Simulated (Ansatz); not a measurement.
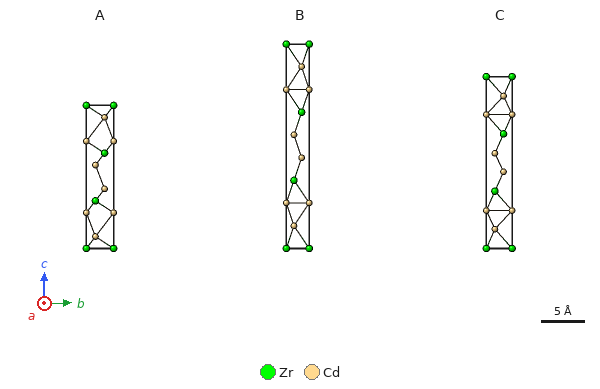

3 geometries from one relaxation of a crystal of ZrCd$_{2}$ (built on the cadmium chloride_166 type) (coarse preliminary run), in shuffled order. Style: ball-and-stick. Shown: the conventional cell (3 times the calculation's cell), along the a axis. Lengths and directions refer to the drawn axes.

Case: cadmium chloride type (R-3m, No. 166).

Level of theory: DFT PBE, scalar-relativistic, plane waves, PAW in Ansatz. (plane-wave cutoff 420 eV; k-point mesh 6 × 6 × 6; occupations gaussian; smearing width 0.1 eV; no spin polarisation; cell and atoms relaxed; force threshold 0.04 eV/Å; at most 70 steps)

**Put them in the order of the run, from the start to the converged end.**

A, C, B. They are steps 0, 5, 17, at +4.004 eV per cell of the calculation, +0.405 eV per cell of the calculation relative to the last. After 13 accepted moves (17 points after the start) the energy has fallen by 4.004 eV per cell of the calculation. The largest force component goes from 5.3 to 0.0049 eV/Å. Pressure: 29.90 GPa at the start and 0.17 GPa at the end. The line search rejected the trial step at point 13 of the run. The SCF was repeated 3 times at an unchanged geometry on a basis and grid sized afresh for the cell, which shifted the energy by 89.6 meV per cell of the calculation at most. The largest moves relative to the cell, 0.65 Å, are those of Cd atoms. Zr stays in place. Cell: a = b 3.699 → 3.099 Å (−16.2 %), c 16.756 → 23.942 Å (+42.9 %). Volume +0.3 %. Near-neighbour distances that change, for instance: Cd–Zr 2.551 → 3.194 Å, Cd–Cd 3.699 → 3.099 Å, Zr–Zr 3.699 → 3.099 Å, Cd–Cd 3.516 → 3.230 Å. Among the angles between lasting bonds that change: Zr–Cd–Zr 92.9° → 58.0°, Zr–Cd–Cd 85.8° → 112.3°, Zr–Cd–Cd 133.5° → 147.7°. The space group stays R-3m (No. 166). The run took 31 s on 1 thread of Intel(R) Xeon(R) 6975P-C (Granite Rapids), with other jobs on the host, peak memory 0.44 GiB.
